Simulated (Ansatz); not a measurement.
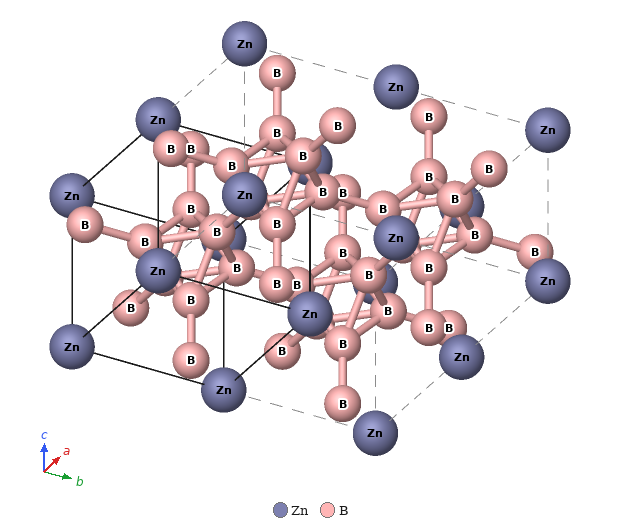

System ZnB₆ (space group Pm-3m, No. 221); source of the atomic positions: the end point of a relaxation with DFT PBE, scalar-relativistic, plane waves, PAW in Ansatz; the starting structure was generated, so it need not be a known form of this composition.

Bonds are taken as B–B below 2 Å; no other contact counts. The graph is simplified in the usual way: terminal and isolated atoms are pruned, two-connected atoms become edges.

> What kind of net remains, and which atoms are its nodes?

A uninodal 5-connected, three-periodic net: B is a 5-connected node. Zn drops out.

> Is the net interpenetrated?

It is a single net, without interpenetration.

> Give the first five terms of the coordination sequence (nodes one, two, three … edges away).

B: 5, 9, 22, 37, 57.

> Give the point symbol of each node (shortest cycle at each angle).

B: 3^4.4^2.8^4.
